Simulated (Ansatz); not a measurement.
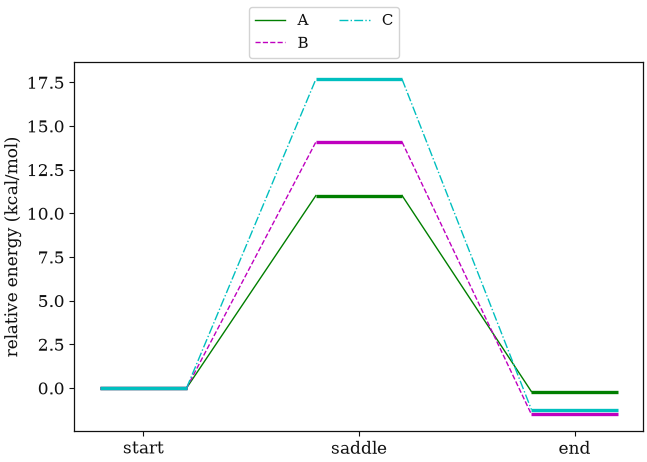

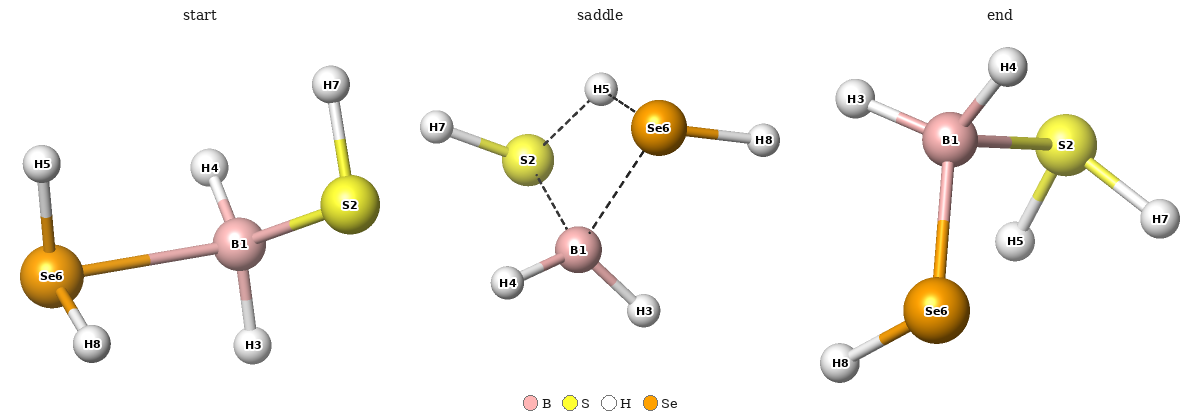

One elementary step of BH₅SeS: start, first-order saddle point (changing pairs dashed) and end. Electronic energies at PBE0-D4/def2-TZVP geometries, energies in def2-TZVPP, the Ansatz code; cores frozen in correlated methods, no zero-point terms. Start and end are the structures at the ends of the path (complexes, where there are several molecules). On heavy atoms the filled d shell below the valence is correlated. The limit is the MP2 basis limit plus CCSD(T) less MP2 in triple zeta. Lines between the levels only guide the eye.

Q: Which bonds change in the step?

A: S2–H5 (3.45 → 1.71 → 1.35 Å) forms; H5–Se6 (1.47 → 1.72 → 3.37 Å) breaks; B1–Se6 (2.29 → 2.16 → 2.01 Å) shortens; B1–S2 (1.84 → 1.96 → 2.02 Å) lengthens (lengths at start, saddle and end; changes of bond order aren't listed). The imaginary mode at the saddle is 844.5i cm⁻¹ (PBE0-D4).

Q: The profiles are BHLYP-D4, BLYP-D4 and CCSD(T) at the basis limit. Which is which?

A: A: BLYP-D4 (barrier 11.0, step −0.2 kcal/mol); B: CCSD(T) at the basis limit (barrier 14.1, step −1.5 kcal/mol); C: BHLYP-D4 (barrier 17.7, step −1.2 kcal/mol).

Caveats, for all or some of the runs: no scalar relativity up to krypton.
